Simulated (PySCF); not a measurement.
# triplet C2H7In: levels of theory compared

Wanted: a comparison of 6 runs (UHF/3-21G, U-revPBE/def2-SVP, UCAM-B3LYP/def2-SVP, UM06-2X/def2-SVP, UPBE0/def2-SVP, UCCSD(T)/def2-SVP) of triplet C2H7In. Input form: a Python script.

The calculation is run with PySCF 2.14.0.

5 further runs of the same task are left out: 5 set aside as unsound or not needed.

## 1. The molecule

C2H7In has 10 atoms, charge 0, and is taken as a triplet. SMILES of the parent species: `C[CH2][InH2]`. The coordinates come from a PBE0-D4/def2-TZVP relaxation. That shape belongs to the parent species and isn't relaxed for this state.

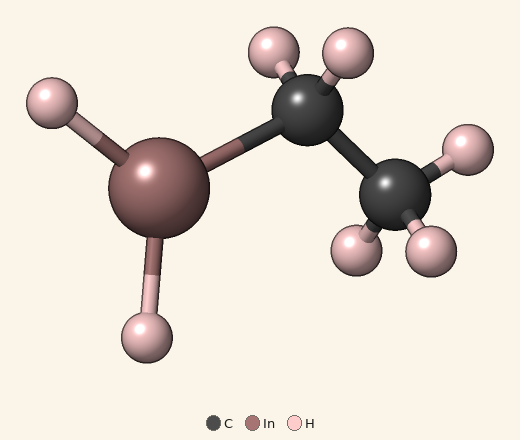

The structure, seen from a chosen angle (carbon dark grey, indium brown, hydrogen pink).

## 2. The energy at UHF/3-21G (run 1)

File geometry.xyz:

```xyz
10

C     -0.977700     0.382700    -0.894700
C     -0.314700    -0.630300     0.028300
In     1.454400     0.070200     1.061700
H     -1.865300    -0.032500    -1.384600
H     -0.300700     0.717200    -1.685200
H     -1.297100     1.277800    -0.354200
H     -0.022600    -1.530900    -0.522300
H     -1.013000    -0.976000     0.797900
H      2.318500    -0.968100     2.146100
H      2.018200     1.690000     0.807000
```

File run.py:

```python
from pyscf import gto, scf

mol = gto.Mole()
mol.atom = 'geometry.xyz'
mol.verbose = 3
mol.max_memory = 1860
mol.spin = 2
mol.basis = '3-21g'
mol.build()

hf = scf.UHF(mol)
hf.conv_tol = 1e-10
hf.kernel()
if not hf.converged:
    hf = hf.newton().run(hf.mo_coeff, hf.mo_occ)

e_tot = hf.e_tot
print('E = %.10f Eh' % e_tot)
```

Run with:

```sh
OMP_NUM_THREADS=1 python run.py
```

What it wrote:

```text
WARN: HOMO -0.0194066285782184 >= LUMO -0.260135413450945

converged SCF energy = -5793.91901180662  <S^2> = 2.0134291  2S+1 = 3.0089394
E = -5793.9190118066 Eh
```

Wall time 1.1 s (1 thread of Intel Xeon 6975P-C (Granite Rapids), shared host); peak memory 0.12 GiB.

## 3. The energy at U-revPBE/def2-SVP (core potential) (run 2)

File job.py:

```python
from pyscf import gto, dft

molecule = gto.M(
    atom='''
C     -1.847585     0.723198    -1.690738
C     -0.594697    -1.191094     0.053479
In     2.748418     0.132659     2.006322
H     -3.524906    -0.061416    -2.616515
H     -0.568241     1.355312    -3.184566
H     -2.451164     2.414692    -0.669341
H     -0.042708    -2.892982    -0.987004
H     -1.914293    -1.844373     1.507812
H      4.381330    -1.829444     4.055541
H      3.813845     3.193637     1.525009
''',
    max_memory=1860,
    verbose=3,
    spin=2,
    ecp={'In': 'def2-svp'},
    charge=0,
    unit='bohr',
    basis='def2-svp',
)

myscf = dft.UKS(molecule, xc='revpbe')
myscf.conv_tol = 1e-10
myscf.grids.level = 5
myscf.kernel()
if not myscf.converged:
    myscf = myscf.newton().run(myscf.mo_coeff, myscf.mo_occ)

e_tot = myscf.e_tot
print('Final energy', e_tot)
```

Run with:

```sh
OMP_NUM_THREADS=1 python job.py
```

What it wrote:

```text
WARN: HOMO -0.588296249660916 >= LUMO -0.624771555064129

WARN: HOMO -0.13294665156975 >= LUMO -0.219491401642982

WARN: HOMO -0.116707673328571 >= LUMO -0.219122641050392

WARN: HOMO -0.103008357452579 >= LUMO -0.235355597291983

WARN: HOMO -0.0858892093243107 >= LUMO -0.227367897726168

WARN: HOMO -0.0939763428153846 >= LUMO -0.23194354780891

WARN: HOMO -0.0940272595954408 >= LUMO -0.23419857101802

WARN: HOMO -0.0936544384650286 >= LUMO -0.234302239412201

WARN: HOMO -0.0942177902747048 >= LUMO -0.23691566231711

WARN: HOMO -0.0926411478444731 >= LUMO -0.237162202196624

WARN: HOMO -0.0926183684395703 >= LUMO -0.237489573940366

WARN: HOMO -0.092505047781211 >= LUMO -0.23774742562391

WARN: HOMO -0.092425154470785 >= LUMO -0.237796417325215

WARN: HOMO -0.0924315976622623 >= LUMO -0.237815630455353

WARN: HOMO -0.09242695451149 >= LUMO -0.237819036837514

WARN: HOMO -0.0924283854954258 >= LUMO -0.23781953358319

WARN: HOMO -0.0924292582358976 >= LUMO -0.237821145950331

WARN: HOMO -0.0924287010763312 >= LUMO -0.237820478755897

WARN: HOMO -0.0924289977923767 >= LUMO -0.237820451778927

WARN: HOMO -0.0924291033434894 >= LUMO -0.237820516329558

WARN: HOMO -0.092429020166394 >= LUMO -0.23782045794022

converged SCF energy = -270.33447120119  <S^2> = 2.0028161  2S+1 = 3.0018768
Final energy -270.3344712011901
```

Run time: 39 s. Hardware: 1 thread of Intel Xeon 6975P-C (Granite Rapids), shared host; peak memory 0.47 GiB.

Run 3 isn't shown in full; the table further down has it.

## 4. The energy at UM06-2X/def2-SVP (core potential) (run 4)

File calc.py:

```python
from pyscf import gto, dft

system = gto.M(
    atom='''
C       -0.977700       0.382700      -0.894700
C       -0.314700      -0.630300       0.028300
In       1.454400       0.070200       1.061700
H       -1.865300      -0.032500      -1.384600
H       -0.300700       0.717200      -1.685200
H       -1.297100       1.277800      -0.354200
H       -0.022600      -1.530900      -0.522300
H       -1.013000      -0.976000       0.797900
H        2.318500      -0.968100       2.146100
H        2.018200       1.690000       0.807000
''',
    ecp={'In': 'def2-svp'},
    max_memory=1860,
    spin=2,
    basis='def2-svp',
    verbose=4,
)

calc0 = dft.UKS(system)
calc0.xc = 'm06-2x'
calc0.grids.level = 5
calc0.conv_tol = 1e-10
calc0.kernel()
if not calc0.converged:
    calc0 = calc0.newton().run(calc0.mo_coeff, calc0.mo_occ)

e_tot = calc0.e_tot
print(f'total energy: {e_tot:.8f} hartree')
```

Run with:

```sh
OMP_NUM_THREADS=1 python calc.py
```

What it wrote:

```text
PySCF version 2.14.0

[... 66 lines left out ...]
[... the frontier-level lines of each cycle are left out ...]
[... 23 lines left out ...]
[... 23 lines left out ...]
[... 23 lines left out ...]
[... 23 lines left out ...]
[... 1 line left out ...]
cycle= 18 E= -270.171810026676  delta_E= -1.59e-10  |g|= 3.65e-06  |ddm|= 5.29e-05


cycle= 19 E= -270.1718100267  delta_E= -2.39e-11  |g|= 1.47e-06  |ddm|= 1.03e-05


Extra cycle  E= -270.171810026701  delta_E= -1.42e-12  |g|= 9.56e-07  |ddm|= 3.42e-06
converged SCF energy = -270.171810026701  <S^2> = 2.005049  2S+1 = 3.0033641
total energy: -270.17181003 hartree
```

It took 67 s on 1 thread of Intel Xeon 6975P-C (Granite Rapids), shared host; peak memory 0.53 GiB.

Run 5 isn't shown in full; the table further down has it.

## 5. A single-point energy at UCCSD(T)/def2-SVP (core potential) (run 6)

File job.py:

```python
from pyscf import gto, scf, cc

molecule = gto.Mole()
molecule.atom = [
    ('C', (-0.977700, 0.382700, -0.894700)),
    ('C', (-0.314700, -0.630300, 0.028300)),
    ('In', (1.454400, 0.070200, 1.061700)),
    ('H', (-1.865300, -0.032500, -1.384600)),
    ('H', (-0.300700, 0.717200, -1.685200)),
    ('H', (-1.297100, 1.277800, -0.354200)),
    ('H', (-0.022600, -1.530900, -0.522300)),
    ('H', (-1.013000, -0.976000, 0.797900)),
    ('H', (2.318500, -0.968100, 2.146100)),
    ('H', (2.018200, 1.690000, 0.807000)),
]
molecule.charge = 0
molecule.max_memory = 1860
molecule.verbose = 3
molecule.ecp = {'In': 'def2-svp'}
molecule.basis = 'def2-svp'
molecule.spin = 2
molecule.build()

mf = scf.UHF(molecule)
mf.conv_tol = 1e-10
mf.kernel()
if not mf.converged:
    mf = mf.newton().run(mf.mo_coeff, mf.mo_occ)

mycc = cc.CCSD(mf, frozen=6)
mycc.kernel()
e_t = mycc.ccsd_t()
e_final = mycc.e_tot + e_t
print('E(%s) = %.9f' % ('CCSD(T)', e_final))
```

Run with:

```sh
OMP_NUM_THREADS=1 python job.py
```

What it wrote:

```text
WARN: HOMO -0.453699537973186 >= LUMO -0.607412141322058

WARN: HOMO -0.00129643804696222 >= LUMO -0.110841266106927

converged SCF energy = -268.772013849587  <S^2> = 2.0142497  2S+1 = 3.0094848
E(UCCSD) = -269.1987777410444  E_corr = -0.4267638914569932
UCCSD(T) correction = -0.0130933804279475
E(CCSD(T)) = -269.211871121
```

Run time: 2.3 min. Hardware: 1 thread of Intel Xeon 6975P-C (Granite Rapids), shared host; peak memory 2 GiB.

## 6. The series

```csv
run,level,core potential,integration grid,energy (Eh),dipole moment (D) of the reference,HOMO energy (eV),⟨S²⟩,wall time
1,UHF/3-21G,–,–,-5793.919012,6.20,-4.77,2.013,1.1 s
2,U-revPBE/def2-SVP (core potential),def2-svp,5,-270.334471,4.42,-2.52,2.003,39 s
3,UCAM-B3LYP/def2-SVP (core potential),def2-svp,5,-270.222590,4.81,-4.17,2.005,45 s
4,UM06-2X/def2-SVP (core potential),def2-svp,5,-270.171810,5.09,-4.04,2.005,67 s
5,UPBE0/def2-SVP (core potential),def2-svp,5,-270.202178,4.68,-3.28,2.004,35 s
6,UCCSD(T)/def2-SVP (core potential),def2-svp,–,-269.211871,5.75,-4.90,2.014,2.3 min
```

## 7. Summary of results

```
                                                         quantity          value
                                              run 6: total energy  -269.21187 Eh
                      run 6: dipole moment (Hartree–Fock density)         5.75 D
run 6: HOMO energy (Hartree–Fock orbitals) (highest over α and β)       -4.90 eV
 run 6: LUMO energy (Hartree–Fock orbitals) (lowest over α and β)       -1.75 eV
               run 6: correlation energy (6 core orbitals frozen)     -439.9 mEh
                                            run 6: (T) correction     -13.09 mEh
                         run 6: ⟨S²⟩ of the reference determinant          2.014
                                             run 6: T1 diagnostic          0.020
```

Over runs 1, 2, 3, 4, 5 the dipole moment (its size) runs from 4.42 D (U-revPBE/def2-SVP) to 6.20 D (UHF/3-21G). The two ends differ in method and basis and core potential. Totals of different functionals can't be ranked against each other. Some runs of one species differ in core potentials or relativity; totals across that change don't compare. In run 1 relativity is left out where basis or elements ask for it. All runs together took 5.4 min, the longest 2.3 min.
